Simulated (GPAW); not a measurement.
# Geometry relaxation, with input and output: GaF (part 2 of 2)

GaF, SMILES [F][Ga]; C09-vdW/plane waves, scalar-relativistic datasets (GPAW 26.7.0). The geometry comes from this level: GFN2-xTB.

Geometry of the input (Å):
```
F  0.0000  0.0000  0.0000
Ga 0.0000  0.0000  1.7992
```

### What the program printed, continued
```
Force computation time: 0.297  # s
FIRE2:    1 00:01:12       23.703048        0.545289
        .--------------------------.
       /|                          |
      / |                          |
     /  |                          |
    /   |                          |
   /    |                          |
  /     |                          |
 *      |                          |
 |      |                          |
 |      |         Ga               |
 |      |                          |
 |      |                          |
 |      |         F                |
 |      |                          |
 |      .--------------------------.
 |     /                          /
 |    /                          /
 |   /                          /
 |  /                          /
 | /                          /
 |/                          /
 *--------------------------*

Atoms  # Å, Bohr magnetons
|   | symbol |        x |        y |        z |    initial magnetic moments |
|---|--------|----------|----------|----------|-----------------------------|
| 0 |      F | 5.500000 | 5.500000 | 4.572867 | ( 0.0000,  0.0000,  0.0000) |
| 1 |     Ga | 5.500000 | 5.500000 | 6.427388 | ( 0.0000,  0.0000,  0.0000) |

Unit cell  # Å
| periodic |         x |         y |         z |   lengths |    angles |
|----------|-----------|-----------|-----------|-----------|-----------|
|       no | 11.000000 |  0.000000 |  0.000000 | 11.000000 | 90.000000 |
|       no |  0.000000 | 11.000000 |  0.000000 | 11.000000 | 90.000000 |
|       no |  0.000000 |  0.000000 | 11.000000 | 11.000000 | 90.000000 |

Initialization done in: 4.704 s

convergence criteria:
- Maximum [total energy] change in last 3 cyles: 0.0005 eV / valence electron
- Maximum integral of absolute [dens]ity change: 0.0001 electrons / valence electron
- Maximum integral of absolute [eigenst]ate change: 4e-08 eV^2 / valence electron
maximum number of iterations: 150

SCF iterations
|iter     |     time |      energy | eigst |  dens |
|---------|----------|-------------|-------|-------|
|iter:   1| 00:01:17 |   23.686266 | -2.10 |       |
|iter:   2| 00:01:22 |   23.688983 | -3.86 | -2.02 |
|iter:   3| 00:01:26 |   23.695507 | -2.79 | -2.08 |
|iter:   4| 00:01:30 |   23.697079 | -3.68 | -2.37 |
|iter:   5| 00:01:34 |   23.697511c| -4.05 | -2.70 |
|iter:   6| 00:01:37 |   23.697525c| -5.43 | -3.09 |
|iter:   7| 00:01:41 |   23.697527c| -6.46 | -3.43 |
|iter:   8| 00:01:45 |   23.697527c| -7.17 | -4.03c|
|iter:   9| 00:01:49 |   23.697527c| -7.61c| -4.67c|

Converged in 9 steps
SCF loop duration: 32.517 s (3.613 s/step)
Energy contributions relative to reference atoms: (reference = -55598.752314)

Energy contributions:
  Kinetic:          10.658898
  Coulomb:         -11.222398
  Zero:              0.256662
  External:          0.000000
  Xc:               24.004365
  Entropy:           0.000000
  Spinorbit:         0.000000
  ----------------------------
  Free energy:      23.697527
  Extrapolated:     23.697527

dipole moment: (-0.000060, -0.000060, 0.586516)  # |e|*Ang

Fermi level: -4.425
Eigenvalues  # (at kpt = [0.000, 0.000, 0.000])
| band index |      eig [eV] | occ [0-2] |
|------------|---------------|-----------|
|          0 |       -26.635 |     2.000 |
|          1 |       -10.266 |     2.000 |
|          2 |        -8.076 |     2.000 |
|          3 |        -8.076 |     2.000 |
|          4 |        -6.782 |     2.000 |
|          5 |        -2.067 |     0.000 |
|          6 |        -2.067 |     0.000 |
|          7 |        -0.430 |     0.000 |

Gap: 4.715 eV
Transition (v -> c):
  (s=0, k=0, n=4, [0.00, 0.00, 0.00]) -> (s=0, k=0, n=5, [0.00, 0.00, 0.00])
No difference between direct/indirect transitions
vacuum-level: 0.198  # V

Forces  # eV/Ang
|       x |        y |        z |
|---------|----------|----------|
| 0.00000 |  0.00000 |  0.18718 |  # F    0
| 0.00000 | -0.00000 | -0.17488 |  # Ga   1

Force computation time: 0.292  # s
FIRE2:    2 00:01:49       23.697527        0.187180
        .--------------------------.
       /|                          |
      / |                          |
     /  |                          |
    /   |                          |
   /    |                          |
  /     |                          |
 *      |                          |
 |      |                          |
 |      |         Ga               |
 |      |                          |
 |      |                          |
 |      |         F                |
 |      |                          |
 |      .--------------------------.
 |     /                          /
 |    /                          /
 |   /                          /
 |  /                          /
 | /                          /
 |/                          /
 *--------------------------*

Atoms  # Å, Bohr magnetons
|   | symbol |        x |        y |        z |    initial magnetic moments |
|---|--------|----------|----------|----------|-----------------------------|
| 0 |      F | 5.500000 | 5.500000 | 4.576978 | ( 0.0000,  0.0000,  0.0000) |
| 1 |     Ga | 5.500000 | 5.500000 | 6.423228 | ( 0.0000,  0.0000,  0.0000) |

Unit cell  # Å
| periodic |         x |         y |         z |   lengths |    angles |
|----------|-----------|-----------|-----------|-----------|-----------|
|       no | 11.000000 |  0.000000 |  0.000000 | 11.000000 | 90.000000 |
|       no |  0.000000 | 11.000000 |  0.000000 | 11.000000 | 90.000000 |
|       no |  0.000000 |  0.000000 | 11.000000 | 11.000000 | 90.000000 |

Initialization done in: 3.519 s

convergence criteria:
- Maximum [total energy] change in last 3 cyles: 0.0005 eV / valence electron
- Maximum integral of absolute [dens]ity change: 0.0001 electrons / valence electron
- Maximum integral of absolute [eigenst]ate change: 4e-08 eV^2 / valence electron
maximum number of iterations: 150

SCF iterations
|iter     |     time |      energy | eigst |  dens |
|---------|----------|-------------|-------|-------|
|iter:   1| 00:01:53 |   23.696030c| -3.33 |       |
|iter:   2| 00:01:57 |   23.696198c| -5.07 | -2.63 |
|iter:   3| 00:02:01 |   23.696588c| -4.02 | -2.69 |
|iter:   4| 00:02:06 |   23.696684c| -4.89 | -2.97 |
|iter:   5| 00:02:10 |   23.696711c| -5.25 | -3.30 |
|iter:   6| 00:02:16 |   23.696712c| -6.66 | -3.69 |
|iter:   7| 00:02:21 |   23.696712c| -7.63c| -4.02c|

Converged in 7 steps
SCF loop duration: 28.182 s (4.026 s/step)
Energy contributions relative to reference atoms: (reference = -55598.752314)

Energy contributions:
  Kinetic:          11.199082
  Coulomb:         -11.690694
  Zero:              0.258007
  External:          0.000000
  Xc:               23.930316
  Entropy:           0.000000
  Spinorbit:         0.000000
  ----------------------------
  Free energy:      23.696712
  Extrapolated:     23.696712

dipole moment: (-0.000295, -0.000295, 0.574961)  # |e|*Ang

Fermi level: -4.413
Eigenvalues  # (at kpt = [0.000, 0.000, 0.000])
| band index |      eig [eV] | occ [0-2] |
|------------|---------------|-----------|
|          0 |       -26.684 |     2.000 |
|          1 |       -10.295 |     2.000 |
|          2 |        -8.119 |     2.000 |
|          3 |        -8.119 |     2.000 |
|          4 |        -6.772 |     2.000 |
|          5 |        -2.053 |     0.000 |
|          6 |        -2.053 |     0.000 |
|          7 |        -0.429 |     0.000 |

Gap: 4.718 eV
Transition (v -> c):
  (s=0, k=0, n=4, [0.00, 0.00, 0.00]) -> (s=0, k=0, n=5, [0.00, 0.00, 0.00])
No difference between direct/indirect transitions
vacuum-level: 0.198  # V

Forces  # eV/Ang
|        x |        y |        z |
|----------|----------|----------|
|  0.00000 | -0.00000 |  0.01947 |  # F    0
| -0.00000 |  0.00000 | -0.00849 |  # Ga   1

Force computation time: 0.410  # s
        .--------------------------.
       /|                          |
      / |                          |
     /  |                          |
    /   |                          |
   /    |                          |
  /     |                          |
 *      |                          |
 |      |                          |
 |      |         Ga               |
 |      |                          |
 |      |                          |
 |      |         F                |
 |      |                          |
 |      .--------------------------.
 |     /                          /
 |    /                          /
 |   /                          /
 |  /                          /
 | /                          /
 |/                          /
 *--------------------------*

Atoms  # Å, Bohr magnetons
|   | symbol |        x |        y |        z |    initial magnetic moments |
|---|--------|----------|----------|----------|-----------------------------|
| 0 |      F | 5.500000 | 5.500000 | 4.577027 | ( 0.0000,  0.0000,  0.0000) |
| 1 |     Ga | 5.500000 | 5.500000 | 6.423206 | ( 0.0000,  0.0000,  0.0000) |

Unit cell  # Å
| periodic |         x |         y |         z |   lengths |    angles |
|----------|-----------|-----------|-----------|-----------|-----------|
|       no | 11.000000 |  0.000000 |  0.000000 | 11.000000 | 90.000000 |
|       no |  0.000000 | 11.000000 |  0.000000 | 11.000000 | 90.000000 |
|       no |  0.000000 |  0.000000 | 11.000000 | 11.000000 | 90.000000 |

Initialization done in: 4.414 s

convergence criteria:
- Maximum [total energy] change in last 3 cyles: 0.0005 eV / valence electron
- Maximum integral of absolute [dens]ity change: 0.0001 electrons / valence electron
- Maximum integral of absolute [eigenst]ate change: 4e-08 eV^2 / valence electron
maximum number of iterations: 150

SCF iterations
```

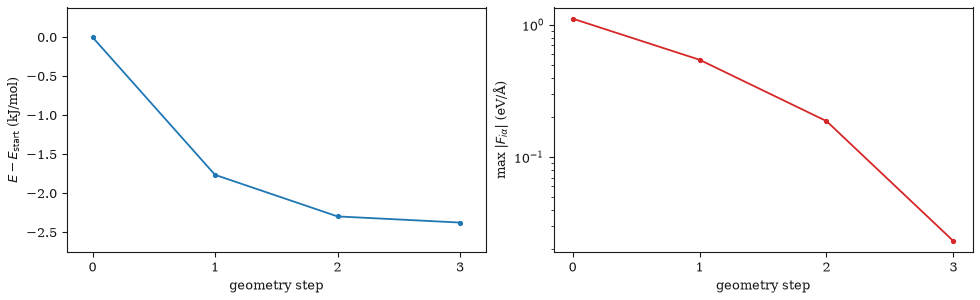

Figure 1. Progress of the relaxation, step by step (steps are counted from 0).

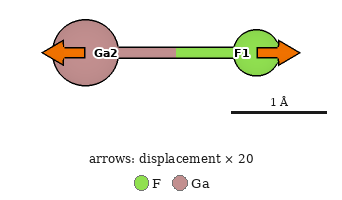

Figure 2. The starting structure with the displacements as orange arrows, magnified 20 times (ball-and-stick view, seen on its broad side). The two geometries are laid on each other by the best rigid fit. The largest moves after the best rigid fit, 0.024 Å, are those of F1 and Ga2. Largest moves by element: F 0.024 Å, Ga 0.024 Å. Among the contacts that change: F1–Ga2 1.799 → 1.846 Å. Over 3 geometry steps the energy falls by 2.37 kJ/mol. The largest force component goes from 1.1 to 0.023 eV/Å. (Atoms are counted from 1 in the order of the input.)

```
|iter     |     time |      energy | eigst |  dens |
|---------|----------|-------------|-------|-------|
|iter:   1| 00:02:26 |   23.696711c| -7.29 |       |
|iter:   2| 00:02:29 |   23.696711c| -8.28c| -4.63c|

Converged in 2 steps
SCF loop duration: 3.521 s (1.760 s/step)
Energy contributions relative to reference atoms: (reference = -55598.752314)

Energy contributions:
  Kinetic:          11.208151
  Coulomb:         -11.697866
  Zero:              0.258020
  External:          0.000000
  Xc:               23.928405
  Entropy:           0.000000
  Spinorbit:         0.000000
  ----------------------------
  Free energy:      23.696711
  Extrapolated:     23.696711

dipole moment: (-0.000392, -0.000392, 0.574853)  # |e|*Ang

Fermi level: -4.412
Eigenvalues  # (at kpt = [0.000, 0.000, 0.000])
| band index |      eig [eV] | occ [0-2] |
|------------|---------------|-----------|
|          0 |       -26.683 |     2.000 |
|          1 |       -10.295 |     2.000 |
|          2 |        -8.118 |     2.000 |
|          3 |        -8.118 |     2.000 |
|          4 |        -6.771 |     2.000 |
|          5 |        -2.053 |     0.000 |
|          6 |        -2.053 |     0.000 |
|          7 |        -0.429 |     0.000 |

Gap: 4.718 eV
Transition (v -> c):
  (s=0, k=0, n=4, [0.00, 0.00, 0.00]) -> (s=0, k=0, n=5, [0.00, 0.00, 0.00])
No difference between direct/indirect transitions
vacuum-level: 0.198  # V

Forces  # eV/Ang
|       x |        y |        z |
|---------|----------|----------|
| 0.00000 | -0.00000 |  0.02311 |  # F    0
| 0.00000 | -0.00000 | -0.00927 |  # Ga   1

Force computation time: 0.298  # s
FIRE2:    3 00:02:30       23.696711        0.023112
Converged: True
Final energy = 23.69671 eV
r(Ga1-F0)               1.8462 Ang
```

### Trajectory as extended XYZ (Å, eV, eV/Å), 4 frames, from step=0 to step=3
```
2
Properties=species:S:1:pos:R:3:forces:R:3 step=0 energy=23.72132
F     5.5000    5.5000    4.6004    0.0000   0.0000  -1.1111
Ga    5.5000    5.5000    6.3996    0.0000   0.0000   1.1171
2
Properties=species:S:1:pos:R:3:forces:R:3 step=1 energy=23.70305
F     5.5000    5.5000    4.5893    0.0000   0.0000  -0.5355
Ga    5.5000    5.5000    6.4107    0.0000   0.0000   0.5453
2
Properties=species:S:1:pos:R:3:forces:R:3 step=2 energy=23.69753
F     5.5000    5.5000    4.5729    0.0000   0.0000   0.1872
Ga    5.5000    5.5000    6.4274    0.0000   0.0000  -0.1749
2
Properties=species:S:1:pos:R:3:forces:R:3 step=3 energy=23.69671
F     5.5000    5.5000    4.5770    0.0000   0.0000   0.0231
Ga    5.5000    5.5000    6.4232    0.0000   0.0000  -0.0093
```

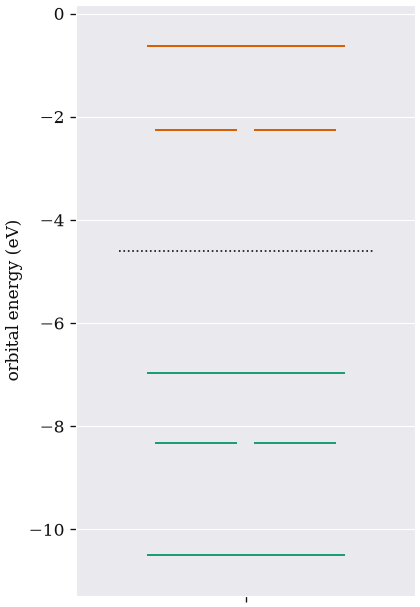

Figure 3. Orbital energies near the frontier; the dotted line parts filled from empty levels, and levels within 0.02 eV of each other stand side by side. Highest filled −6.97 eV, lowest empty −2.25 eV, 4.72 eV apart.

### Summary

| quantity | value |
| --- | --- |
| outcome | converged |
| energy relative to the program's reference atoms | 23.6967 eV |
| largest force | 0.023 eV/Å |
| HOMO | −6.97 eV |
| LUMO | −2.25 eV |
| dipole moment | 2.76 D |
| hardware | 1 thread of Intel Xeon @ 2.50GHz (Skylake/Cascade Lake), 12 GiB of memory available, shared host |
| wall time | 2.5 min |
| peak memory | 0.85 GiB |
